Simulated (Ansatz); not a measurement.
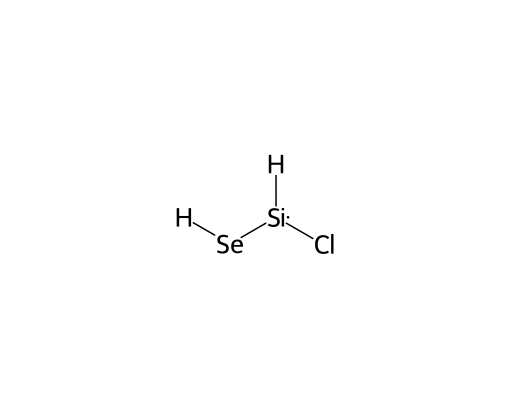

The species is neutral and a spin doublet.

Give its SMILES.

Answer. Cl[SiH][SeH]

Give the formula, hydrogens included.

Answer. ClH2SeSi.

An optimisation with PBE0-D4/def2-TZVP gave a structure of which point group?

Answer. C1.

More results for the same structure follow; atom numbers are the same in all pictures, views and colours differ. The computed structure is the end point of a PBE0-D4/def2-TZVP optimisation.

**Electronic properties**

Method: UKS r2SCAN-D4/def2-TZVPP (Ansatz 0.2.0).

Estimate the dipole moment.

Answer. 0.78 D.

Give the ⟨S²⟩ of the determinant at this level.

Answer. 0.754.

Give the HOMO energy (Kohn–Sham orbital) at this level.

Answer. −5.57 eV.

**Thermal motion**

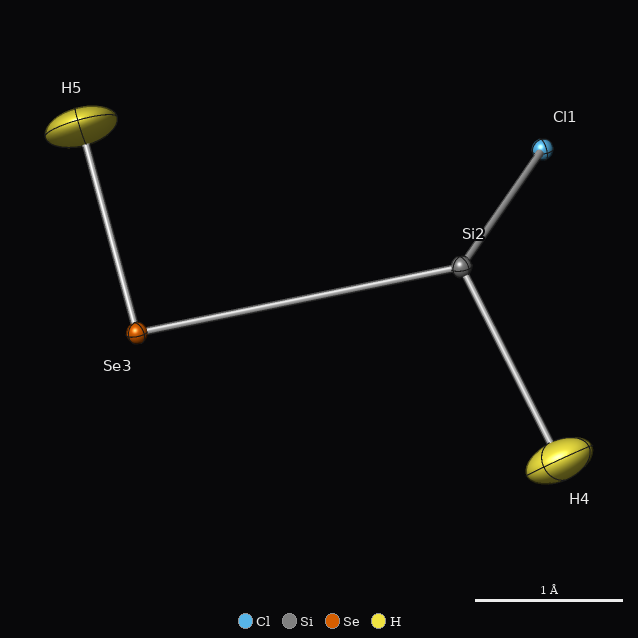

Displacement ellipsoids at the 50 % level, from the internal vibrations of the free molecule (harmonic, no overall translation or rotation; no half-axis is drawn under 0.075 Å). Vibrations computed with UKS PBE0-D4/def2-TZVP (Ansatz 0.2.0). Temperature: 0 K (zero-point motion alone).

Which atom has the largest mean-square displacement?

Answer. H5, with U_eq = 0.0380 Å².

Does H5 move more along its bond or across it?

Answer. Across it: the root-mean-square amplitude is 0.083 Å along the bond and up to 0.283 Å across, since bending and torsion are softer than stretching.

List U_eq and the three principal root-mean-square amplitudes for each kind of atom.

```tsv
atom	U_eq (Å²)	rms amplitudes (Å)
Cl1	0.00077	0.007, 0.017, 0.045
Si2	0.00094	0.014, 0.030, 0.042
Se3	0.00019	0.003, 0.008, 0.022
H4	0.0192	0.089, 0.150, 0.164
H5	0.0380	0.082, 0.164, 0.283
```

**Vibrations**

Harmonic vibrations computed with UKS PBE0-D4/def2-TZVP (Ansatz 0.2.0) at a stationary point of the same level.

List the wavenumbers.

Answer. 9 modes: 129, 207, 386, 529, 542, 671, 793, 2194, 2439 cm⁻¹.
